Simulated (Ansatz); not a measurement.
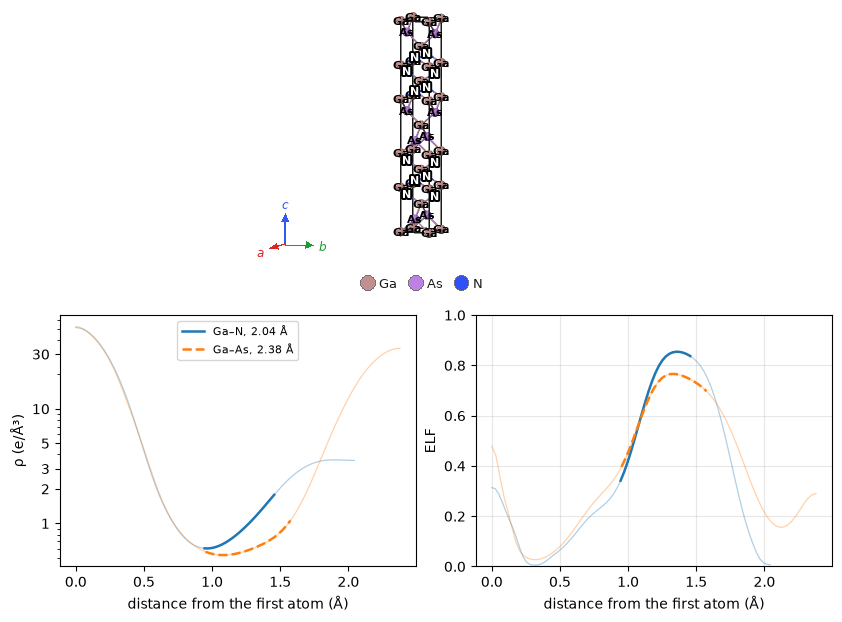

Ga₅As₂N₃. Valence pseudo-density and electron localisation function along straight lines between neighbouring atoms. Thin, pale parts lie inside the atomic spheres. The structure is drawn too.

Space group I-4m2; a structure generated by program, which may or may not match a known phase.

The calculation used DFT PBE, scalar-relativistic, plane waves, PAW in Ansatz 0.2.0.

The density is the valence pseudo-density of a PAW calculation; it isn't the true density close to the nuclei.

**Compare the contacts.**

Ga–N (2.04 Å): the density is about 0.62 e/Å³ at the midpoint; the ELF peaks at about 0.85 in the valence shell of N, 0.7 Å from its nucleus, and is about 0.45 at the midpoint.
Ga–As (2.38 Å): ρ at the midpoint is about 0.55 e/Å³; the ELF peaks at about 0.75 between the atoms.
